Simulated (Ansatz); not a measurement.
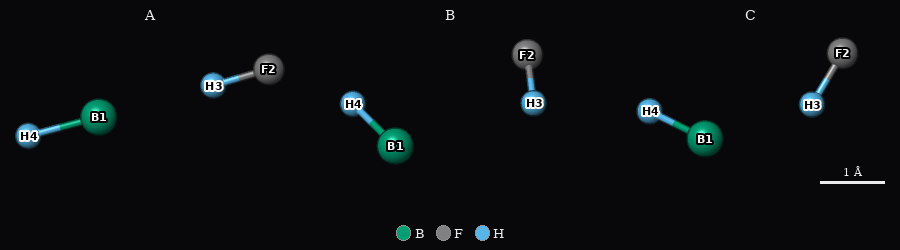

3 geometries from one relaxation of BH2F, in shuffled order. The picture is a ball-and-stick view, seen at a tilt.

The run prepares an end point of a later path (reaction) calculation, from a guessed geometry.

Level of theory: Ansatz, RKS B3LYP-D4/def2-mTZVP. (no spin polarisation; force threshold 0.03 eV/Å; at most 50 steps)

Q: Order the frames from highest to lowest energy.

A: B, C, A. They are steps 0, 4, 10, at +5.48 kcal/mol, +2.95 kcal/mol relative to the last. The atom that moves furthest after the best rigid fit is F2 (0.85 Å). Largest moves by element: F 0.85 Å, H 0.64 Å, B 0.52 Å. Near-neighbour distances that change, for instance: F2–H3 0.933 → 0.959 Å. The energy falls by 5.48 kcal/mol in 9 accepted moves (10 points after the start). Largest force component: 0.36 eV/Å at the start, 0.0067 eV/Å at the end. The line search rejected the trial step at point 8 of the run. Cost: 7 s on 1 thread of Arm Neoverse V2, with other jobs on the host, peak memory 0.097 GiB.

Limits of the set-up: the start holds two separate molecules, 2.4 Å apart at their closest, whose relative position is a soft coordinate.
